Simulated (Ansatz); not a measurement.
Base system: CsSnI3 in the cubic perovskite structure (space group Pm-3m, No. 221; a = 6.131 Å).

One thing is altered: a negative pressure, −2 GPa.

The values are results of PBEsol in Ansatz (plane waves to 420 eV, PAW, without spin-orbit coupling), not measurements.

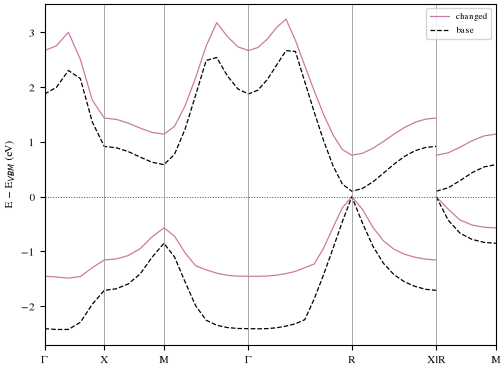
Fig. 1. Highest valence and lowest conduction band along the path, each from its own valence-band maximum

**Question.** From the figure, how large is the changed gap, and is it direct?

**Answer.** About 0.8 eV, direct at R.

Spin-orbit coupling, missing from the scalar runs, can matter with I. Load acts through the strain it causes; cell and atoms are relaxed under it. Stability against distortions was not tested. Many cubic perovskites are stable only at high temperature; tilts and polar distortions were not tested.

Ansatz is a first-principles code.
